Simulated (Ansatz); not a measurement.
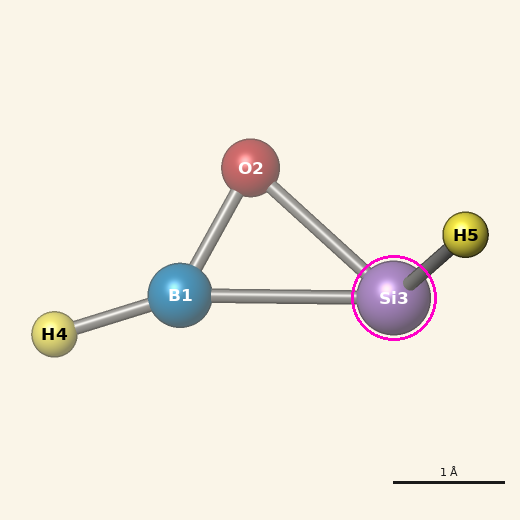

Orthographic view. Atoms fade into the background with distance from the viewer. The species is neutral and a spin doublet. Computed geometry: PBE0-D4/def2-TZVP optimisation. No frequency run is at hand to confirm it as a minimum.

### Name the neighbours of the circled atom.

The circled atom is Si3; it is bonded to B1, O2, H5.

### Which atom is nearest the viewer?

H5, 1.2 Å in front of the mean position.

### Which two atoms are farthest apart in space?

H4 and H5, 4.10 Å.
